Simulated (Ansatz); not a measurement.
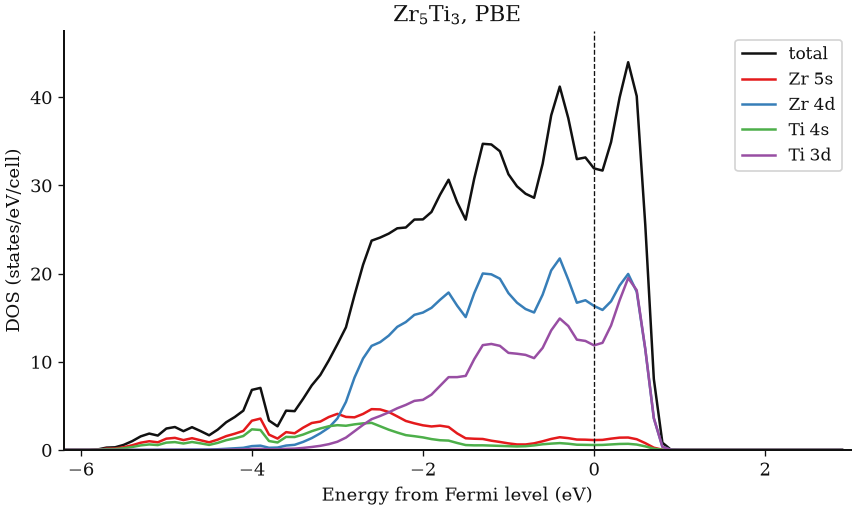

Density of states. Energies are counted from the Fermi level. The partial curves are projected on Löwdin-orthogonalised atomic shells.

Input of the run:

```
crystal:
  lattice:
    - [8.343796, 0.297173, 0.509259]
    - [0.252362, 7.681819, 0.88693]
    - [0.530551, 0.926568, 8.023003]
  atoms:
    - { symbol: Zr, position: [0.7507353962, 0.1091516323, 0.3093285412] }
    - { symbol: Zr, position: [0.0586237447, 0.4487592625, 0.8535134859] }
    - { symbol: Zr, position: [0.8369381654, 0.797410013, 0.7842943145] }
    - { symbol: Zr, position: [0.26019569, 0.088431093, 0.80445399] }
    - { symbol: Zr, position: [0.121430923, 0.1111030839, 0.180587768] }
    - { symbol: Zr, position: [0.5794327922, 0.7856656398, 0.5307192359] }
    - { symbol: Zr, position: [0.5161395745, 0.0979633449, 0.0479549864] }
    - { symbol: Zr, position: [0.9335315344, 0.4520870848, 0.2578962586] }
    - { symbol: Zr, position: [0.0030543887, 0.1186383629, 0.5655310567] }
    - { symbol: Zr, position: [0.0882906221, 0.7816255456, 0.0322904476] }
    - { symbol: Zr, position: [0.6838528393, 0.4531292497, 0.0039336321] }
    - { symbol: Zr, position: [0.3189931821, 0.4537107638, 0.1268214715] }
    - { symbol: Zr, position: [0.4238656529, 0.4439724086, 0.7412229675] }
    - { symbol: Zr, position: [0.7981357884, 0.4522076195, 0.6270265531] }
    - { symbol: Zr, position: [0.3778309726, 0.1267075765, 0.4292927648] }
    - { symbol: Ti, position: [0.481716327, 0.7801154278, 0.9140322814] }
    - { symbol: Ti, position: [0.2162056518, 0.782571378, 0.629204678] }
    - { symbol: Ti, position: [0.9785609364, 0.7727612938, 0.4085748017] }
    - { symbol: Ti, position: [0.8644634965, 0.1126889932, 0.9338931144] }
    - { symbol: Ti, position: [0.1964565834, 0.472749641, 0.4856315635] }
    - { symbol: Ti, position: [0.3437094031, 0.784431183, 0.2726238319] }
    - { symbol: Ti, position: [0.7186586072, 0.7737905187, 0.1669364811] }
    - { symbol: Ti, position: [0.5546452005, 0.4662137931, 0.3729391862] }
    - { symbol: Ti, position: [0.6236145355, 0.1181422974, 0.6765901573] }
basis:
  ecutwfc: 420
kpoints:
  mp_grid: { grid: [3, 3, 4] }
hamiltonian:
  xc: pbe
scf:
  occupations: { method: gaussian, width: 0.1 }
  n_extra_bands: 12
output:
  forces: true
  stress: true
  eigenvalues: true
  populations: true
  dos:
    method: { smearing: { sigma: 0.1, scheme: gaussian } }
    projected: true
    de: 0.02
```

Run as:
```bash
ansatz run input.yaml --threads 2 --pin off --max-ram 5120MiB --backend cpu --events-out ev --progress --plain --runs-dir out
```

**What is the density of states at the Fermi level?**

It is a metal. The density of states at the Fermi level is about 33 per eV and cell (mean within 0.25 eV), or 1.4 per atom.

**What carries the states at the Fermi level?**

By projected weight, the states within 0.3 eV of the Fermi level are Zr 4d (55 %) and Ti 3d (40 %).

The k mesh is coarse for this system. The run has no spin polarisation, and a density of states this high at the Fermi level may favour a magnetic state.
